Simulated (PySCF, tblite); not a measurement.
# C₂₀H₁₂BN: electronic excitations, NMR shifts, part 2 of 2

tblite 0.8.0 and PySCF 2.14.0. Atoms count from 0. The steps go on from the part before.

## Step 4: NMR shifts: GIAO KT3/pcSseg-1

What the job is given:

```
{"job": {"kind": "nmr", "xc": "KT3", "basis": "pcSseg-1", "pop": false}, "charge": 0, "multiplicity": 1}
B     -3.008072     2.681358     0.134170
C     -1.494555     2.718853     0.143628
C     -0.745679     1.568737     0.099610
C      0.717131     1.567610     0.109375
C      1.457725     2.741245     0.165903
C      2.847190     2.730053     0.174690
C      3.533508     1.541689     0.127333
C      2.835235     0.328727     0.070134
C      3.527424    -0.911638     0.021123
C      2.854572    -2.086587    -0.034002
C      1.435929    -2.113231    -0.044521
C      0.730482    -3.336054    -0.101654
C     -0.629657    -3.355400    -0.111940
C     -1.374792    -2.155369    -0.065207
C     -2.785560    -2.167222    -0.075143
C     -3.487879    -1.002173    -0.029278
C     -2.828917     0.245228     0.029510
C     -1.423932     0.300182     0.040652
C     -0.698328    -0.916744    -0.007175
C      0.721889    -0.901556     0.002795
C      1.418367     0.336949     0.060977
N     -3.565124     1.389663     0.075207
H     -3.717487     3.612702     0.171713
H     -0.973129     3.664433     0.186449
H      0.960364     3.697277     0.204691
H      3.382852     3.667280     0.219458
H      4.613930     1.527667     0.133660
H      4.608465    -0.892330     0.029337
H      3.384292    -3.028031    -0.071305
H      1.296926    -4.255914    -0.137152
H     -1.166482    -4.292223    -0.155683
H     -3.299052    -3.116710    -0.119843
H     -4.569907    -1.010695    -0.036816
H     -4.565798     1.239975     0.063072
```

Method: GIAO KT3/pcSseg-1 NMR shielding, non-relativistic, gas phase.

The program printed:

```text
start: PBE on a coarse grid of 29461 points
cycle   1  E = -847.5511653403  dE =  3.981e+00  |g| = 8.007e-01  |ddm| = 8.068e+00
cycle   2  E = -847.3708077923  dE =  1.804e-01  |g| = 1.106e+00  |ddm| = 3.138e+00
cycle   3  E = -847.6893240665  dE = -3.185e-01  |g| = 4.018e-01  |ddm| = 2.202e+00
cycle   4  E = -847.7373308309  dE = -4.801e-02  |g| = 7.316e-02  |ddm| = 6.660e-01
cycle   5  E = -847.7379612207  dE = -6.304e-04  |g| = 5.600e-02  |ddm| = 2.028e-01
cycle   6  E = -847.7387663406  dE = -8.051e-04  |g| = 2.156e-02  |ddm| = 1.006e-01
cycle   7  E = -847.7388804475  dE = -1.141e-04  |g| = 8.953e-03  |ddm| = 4.637e-02
final grid: 275612 points
cycle   8  E = -863.1040859381  dE = -4.972e-02  |g| = 5.204e-02  |ddm| = 1.924e+00
cycle   9  E = -863.1012159816  dE =  2.870e-03  |g| = 1.172e-01  |ddm| = 1.837e-01
cycle  10  E = -863.1046228180  dE = -3.407e-03  |g| = 2.081e-02  |ddm| = 1.423e-01
cycle  11  E = -863.1047291018  dE = -1.063e-04  |g| = 9.962e-03  |ddm| = 4.374e-02
cycle  12  E = -863.1047534303  dE = -2.433e-05  |g| = 2.971e-03  |ddm| = 1.741e-02
cycle  13  E = -863.1047560342  dE = -2.604e-06  |g| = 9.602e-04  |ddm| = 5.201e-03
cycle  14  E = -863.1047552074  dE =  8.268e-07  |g| = 3.980e-04  |ddm| = 1.970e-03
cycle  15  E = -863.1047548371  dE =  3.703e-07  |g| = 1.140e-04  |ddm| = 7.663e-04
cycle  16  E = -863.1047550784  dE = -2.413e-07  |g| = 5.086e-05  |ddm| = 5.475e-04
converged SCF energy = -863.1047550784

GIAO shielding tensors (ppm)
atom      isotropic    diamagn.    paramagn.     s11        s22        s33       span
  0 B       78.628     201.119    -122.490     42.356     68.466    125.063     82.708
  1 C       67.138     245.536    -178.398    -38.110     52.297    187.225    225.335
  2 C       48.930     252.020    -203.090    -44.659     24.570    166.879    211.539
  3 C       61.735     250.714    -188.979    -15.676     28.898    171.982    187.659
  4 C       68.443     243.472    -175.029    -24.161     53.009    176.480    200.641
  5 C       64.719     253.514    -188.794    -33.836     56.111    171.882    205.718
  6 C       62.161     245.701    -183.539    -26.367     55.326    157.525    183.892
  7 C       60.331     251.618    -191.286     -9.723      5.849    184.869    194.592
  8 C       62.220     249.595    -187.375    -25.987     60.657    151.990    177.976
  9 C       63.063     248.348    -185.285    -24.701     61.235    152.656    177.357
 10 C       62.480     251.364    -188.883     -2.389      4.615    185.214    187.603
 11 C       66.105     249.074    -182.969    -21.519     62.551    157.283    178.802
 12 C       64.364     249.162    -184.798    -24.685     60.263    157.514    182.199
 13 C       65.526     252.123    -186.597      4.854      5.413    186.312    181.458
 14 C       61.664     248.491    -186.827    -26.623     57.826    153.789    180.411
 15 C       70.805     257.779    -186.975     -7.666     72.465    147.615    155.282
 16 C       52.316     253.077    -200.761    -14.351     13.994    157.304    171.654
 17 C       72.877     255.890    -183.012     15.043     22.587    181.002    165.958
 18 C       67.572     239.697    -172.125      4.192     10.946    187.578    183.386
 19 C       69.233     242.211    -172.978      3.663     16.058    187.977    184.314
 20 C       66.526     243.695    -177.168      2.695      8.925    187.959    185.264
 21 N       96.132     315.534    -219.402    -14.937    112.835    190.498    205.434
 22 H       26.062      28.475      -2.413     22.053     27.997     28.135      6.082
 23 H       22.822      35.785     -12.963     16.613     22.525     29.328     12.715
 24 H       22.480      37.615     -15.135     14.476     24.273     28.690     14.214
 25 H       23.662      28.338      -4.676     18.299     25.745     26.943      8.643
 26 H       23.623      32.038      -8.414     18.053     24.955     27.861      9.808
 27 H       23.708      31.806      -8.098     17.928     25.321     27.875      9.947
 28 H       23.718      32.183      -8.465     17.839     25.388     27.926     10.086
 29 H       23.619      32.421      -8.801     17.375     25.569     27.915     10.540
 30 H       23.554      32.473      -8.919     17.319     25.395     27.949     10.630
 31 H       23.626      32.522      -8.895     17.721     25.279     27.878     10.158
 32 H       24.153      30.717      -6.564     18.278     25.858     28.323     10.045
 33 H       23.019      29.405      -6.386     14.633     26.497     27.927     13.295
```

Run time: 93 s. Hardware: 1 thread of Arm Neoverse N1, shared host; peak memory 0.69 GiB.

The references, computed at this level on geometries of the same kind, shield at (ppm): ¹H TMS 31.76, ¹³C TMS 184.7, ¹⁵N NH3 264.4, ¹¹B BF3·OEt2 100.0. Their shielding less the atom's gives the shift. The references are single molecules in the gas phase, so shifts against H2O, NH3, PH3, H3PO4 or CFCl3 are not on the usual liquid scales and can be off by tens of ppm.

| atoms | environment | σ (ppm) | δ (ppm) |
| --- | --- | --- | --- |
| C2 | substituted aromatic carbon | 48.9 | 135.8 |
| C16 | aromatic carbon bearing nitrogen | 52.3 | 132.4 |
| C7 | ring-fusion aromatic carbon | 60.3 | 124.4 |
| C14 | aromatic CH | 61.7 | 123.1 |
| C3 | ring-fusion aromatic carbon | 61.7 | 123.0 |
| C6 | aromatic CH | 62.2 | 122.6 |
| C8 | aromatic CH | 62.2 | 122.5 |
| C10 | ring-fusion aromatic carbon | 62.5 | 122.2 |
| C9 | aromatic CH | 63.1 | 121.7 |
| C12 | aromatic CH | 64.4 | 120.4 |
| C5 | aromatic CH | 64.7 | 120.0 |
| C13 | ring-fusion aromatic carbon | 65.5 | 119.2 |
| C11 | aromatic CH | 66.1 | 118.6 |
| C20 | ring-fusion aromatic carbon | 66.5 | 118.2 |
| C1 | carbon bonded to C, B, H, in a 6-membered ring | 67.1 | 117.6 |
| C18 | ring-fusion aromatic carbon | 67.6 | 117.2 |
| C4 | aromatic CH | 68.4 | 116.3 |
| C19 | ring-fusion aromatic carbon | 69.2 | 115.5 |
| C15 | aromatic CH | 70.8 | 113.9 |
| C17 | ring-fusion aromatic carbon | 72.9 | 111.8 |
| H24 | hydrogen on an aromatic CH | 22.48 | 9.28 |
| H23 | hydrogen on a carbon bonded to C, B, in a 6-membered ring | 22.82 | 8.94 |
| H33 | hydrogen on an aniline-type nitrogen | 23.02 | 8.74 |
| H30 | hydrogen on an aromatic CH | 23.55 | 8.21 |
| H29 | hydrogen on an aromatic CH | 23.62 | 8.14 |
| H26 | hydrogen on an aromatic CH | 23.62 | 8.14 |
| H31 | hydrogen on an aromatic CH | 23.63 | 8.13 |
| H25 | hydrogen on an aromatic CH | 23.66 | 8.10 |
| H27 | hydrogen on an aromatic CH | 23.71 | 8.05 |
| H28 | hydrogen on an aromatic CH | 23.72 | 8.04 |
| H32 | hydrogen on an aromatic CH | 24.15 | 7.61 |
| H22 | hydrogen on a boron bonded to C, N, in a 6-membered ring | 26.06 | 5.70 |
| B0 | boron bonded to C, N, H, in a 6-membered ring | 78.6 | 21.3 |
| N21 | aniline-type nitrogen | 96.1 | 168.3 |

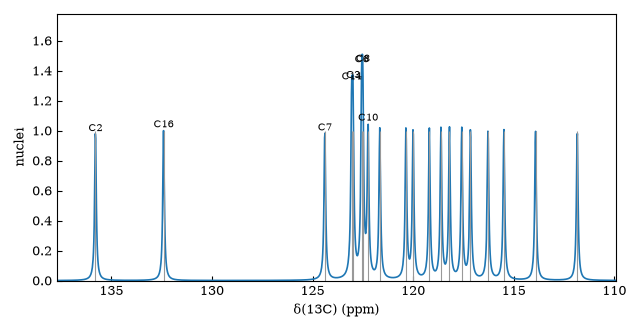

¹³C lines at the computed shifts, without couplings. Lines are broadened to a width of 0.10 ppm (Lorentzian).

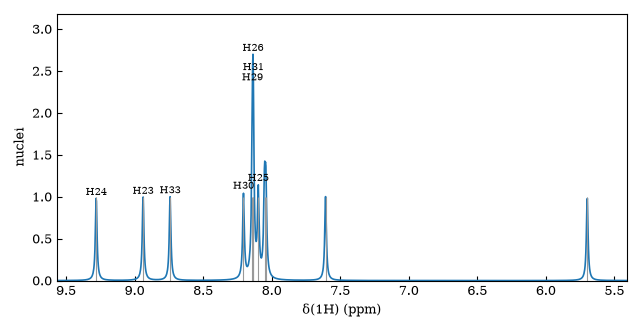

¹H lines at the computed shifts, without couplings. Lines are broadened to a width of 0.01 ppm (Lorentzian).

Ring of atoms B0, C1, C2, C16, C17, N21: NICS(0) -5.8, NICS(1) -8.2, NICS(1)zz -19.4 ppm (means of both faces).

Ring of atoms C2, C3, C17, C18, C19, C20: NICS(0) 4.7, NICS(1) -0.7, NICS(1)zz 5.6 ppm (means of both faces).

Ring of atoms C3, C4, C5, C6, C7, C20: NICS(0) -9.1, NICS(1) -11.7, NICS(1)zz -28.6 ppm (means of both faces).

## Step 5: Summary of results

What follows sums up all 2 parts.

```
                                  quantity                                                                                                          value
       lowest singlet (CAM-B3LYP/def2-SVP)                                                                                    3.73 eV (332 nm), f = 0.107
  brightest single state of those computed                                                                                    state 5, 5.00 eV, f = 0.351
                            lowest triplet                                                                                                        2.37 eV
     surface potential, least and greatest                                                                                             -0.63 V and 1.71 V
     ¹³C shifts against TMS (KT3/pcSseg-1)  135.8, 132.4, 124.4, 123.1, 123.0, 122.6, 122.5, 122.2, 121.7, 120.4, 120.0, 119.2, 118.6, 118.2 ppm and more
      ¹H shifts against TMS (KT3/pcSseg-1)                                     9.28, 8.94, 8.74, 8.21, 8.14, 8.14, 8.13, 8.10, 8.05, 8.04, 7.61, 5.70 ppm
¹¹B shifts against BF3·OEt2 (KT3/pcSseg-1)                                                                                                       21.3 ppm
     ¹⁵N shifts against NH3 (KT3/pcSseg-1)                                                                                                      168.3 ppm
```

**Reading.** The first singlet state (HOMO→LUMO 0.39, HOMO−1→LUMO 0.33) lies at 3.73 eV and is bright; of the 6 states computed, the strongest absorption comes from state 5 at 5.00 eV (the last state computed is bright too, and its partners may lie past the list). The lowest triplet lies 1.36 eV below the lowest singlet. At CAM-B3LYP/def2-SVP, counted by nearest atom on the grid, the HOMO lies on C1 18 %; 5 C atoms about 7 % each, the LUMO on C1 11 %; C2, C4, C6 about 7 % each. At KT3/pcSseg-1: The largest span, 225 ppm, is at C1, where the paramagnetic term is -178 ppm. NICS(1)zz of -19 ppm above the planar ring from B0 marks a diatropic (aromatic) ring current. NICS(1)zz of -29 ppm above the planar ring from C3 marks a diatropic (aromatic) ring current.
